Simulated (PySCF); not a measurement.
Cl₃HSn, SMILES `Cl[SnH](Cl)Cl`.

Method: ωB97X/def2-TZVP; geometry: GFN2-xTB; program: PySCF. Core potentials replace the inner electrons of Sn; spin–orbit coupling isn't included. No frequency check shows the geometry to be a minimum. GFN2-xTB bond lengths at metals and heavier atoms can be off by up to 0.1 Å and shapes distorted, which carries into these values.

The calculation's input:

```python
import numpy as np
from pyscf import gto, scf, dft
from pyscf.scf import atom_ks, atom_hf
from scipy.linalg import block_diag

def solve(mol, dm0=None, hcore=None):
    mf = (dft.UKS if mol.spin else dft.RKS)(mol, xc='wb97x')
    mf.grids.level = 3
    mf = mf.density_fit(auxbasis='def2-universal-jkfit')
    mf.conv_tol, mf.max_cycle = 1e-8, 80
    if hcore is not None:
        mf.get_hcore = lambda *args: hcore
    mf.kernel(dm0)
    if not mf.converged:
        mf = mf.newton().run(mf.mo_coeff, mf.mo_occ, max_cycle=30)
    assert mf.converged, 'SCF not converged'
    return mf

mol = gto.M(atom='''
Cl     0.72191     2.00622    -0.45187
Sn    -0.00007    -0.00015     0.41796
Cl     1.37672    -1.62784    -0.45224
Cl    -2.09842    -0.37780    -0.45222
H     -0.00034    -0.00217     2.15975
''', basis='def2-tzvp', ecp={'Sn': 'def2-tzvp'}, charge=0, spin=0, verbose=4)
mf = solve(mol)
mf.analyze()
# spherically averaged free atoms, for the promolecule
atom_ks.AtomSphAverageRKS.init_guess_by_vsap = lambda self, mol=None: self.init_guess_by_minao(mol)  # core potentials
atm = atom_ks.get_atm_nrks(mol, xc='wb97x')
pro = block_diag(*[(atm[a[0]][2] * atm[a[0]][3]) @ atm[a[0]][2].T for a in mol._atom])
np.savez('result.npz', e=mf.e_tot, c=mf.mo_coeff, occ=mf.mo_occ, eps=mf.mo_energy, pro=pro, dip=mf.dip_moment(verbose=0), s2=mf.spin_square()[0])
```

Run with:

```sh
OMP_NUM_THREADS=1 python input.py
```

The run took 39 s on 1 thread of Arm Neoverse V1, on a shared host, peak memory 0.65 GiB.

Partitions, critical points and surface values were worked out afterwards from this run's density.

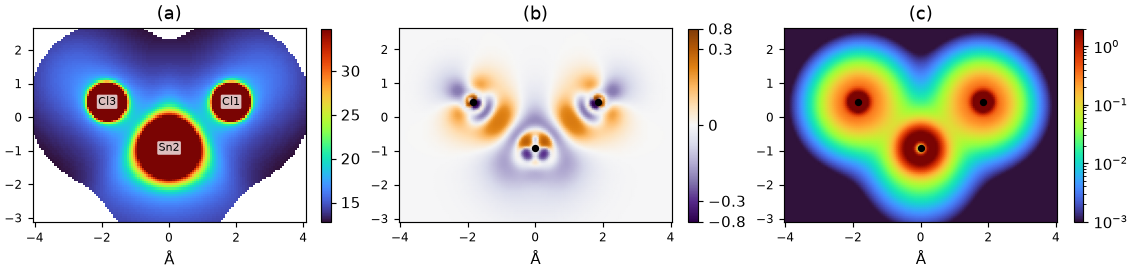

Three fields in the plane of Cl1, Sn2 and Cl3. (b): orange positive, purple negative.

> The panels show, in some order, the average local ionisation energy, electron density and deformation density. Which is which?

(a) is the average local ionisation energy: it is high near the heavier nuclei and lowest where loosely bound electrons reach out. (b) is the deformation density: it has both signs, with gains where valence electrons gather and losses around them. (c) is the electron density: it is positive everywhere and peaks at the nuclei.
